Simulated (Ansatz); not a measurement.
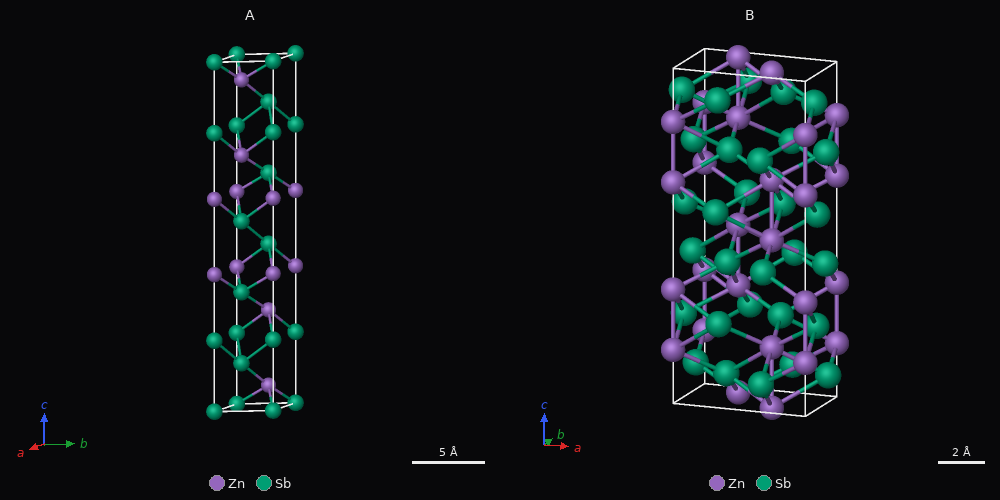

Two structures of Zn$_{2}$Sb$_{3}$, each relaxed to rest (conventional cells in solid outline, small ones repeated, not to one scale). Method: Ansatz 0.2.0, DFT PBE, scalar-relativistic, plane waves, PAW, without spin polarisation.

### Identify the two structures.

A: 15 atoms a cell on a rhombohedral (trigonal R) lattice, R-3m. B: 30 atoms a cell on a rhombohedral (trigonal R) lattice, R-3c.

### What is the energy order of the two?

A is lower, by 67 meV/atom at this level of theory (energies at zero smearing). Volumes: A 24.7, B 24.8 Å³/atom.

One or both may be structure types tried for this composition rather than known phases.
